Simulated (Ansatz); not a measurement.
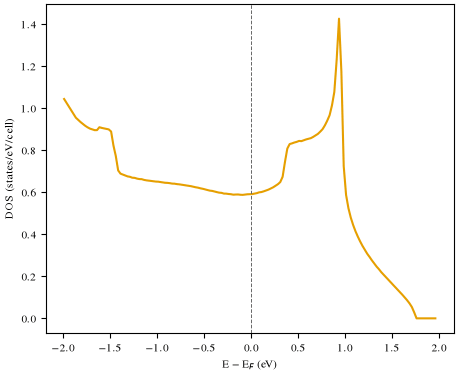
*Density of states of BC₅ (I-4m2) near the Fermi level, PBEsol, rigid bands (Ansatz, an electronic-structure program).*

Q: With 6 atoms a cell, what bare Sommerfeld coefficient γ = (π²/3) k_B² N(E_F) follows?

A: N(E_F) ≈ 0.59 states/eV a cell at 300 K, so γ ≈ 0.23 mJ/(mol of atoms·K²), before many-body enhancement (phonons, spin fluctuations, correlation).

Q: How far does the Fermi level move in a rigid band for 0.1 electron a cell added or removed?

A: 167 meV and -170 meV.

A metal at this level (no band gap); rigid bands, thermally averaged at 300 K, both spins. Spin-orbit coupling is left out. Geometry: cell and atoms relaxed with PBEsol.

Computed structure with no diffraction record at hand here (it may be known, metastable or hypothetical): BC5 (I-4m2).
